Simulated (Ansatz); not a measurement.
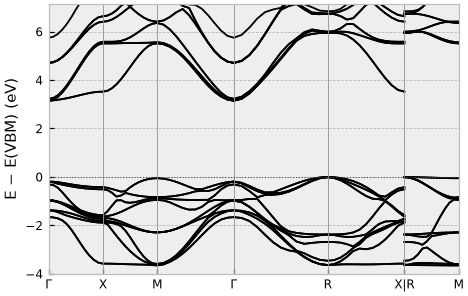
Band structure from plane-wave PAW PBE with spin–orbit coupling (Ansatz code)

Question: Read off the gap and where the band edges lie.

Answer: About 3.1 eV (3.15 eV by a search for the band edges); maximum at R, minimum at Γ.

The material is BaZrO3 (cubic perovskite, Pm-3m).

Symmetry was held in the PBE relaxation. The run is not spin-polarised.

Potentials: the later of the program's two PAW sets.
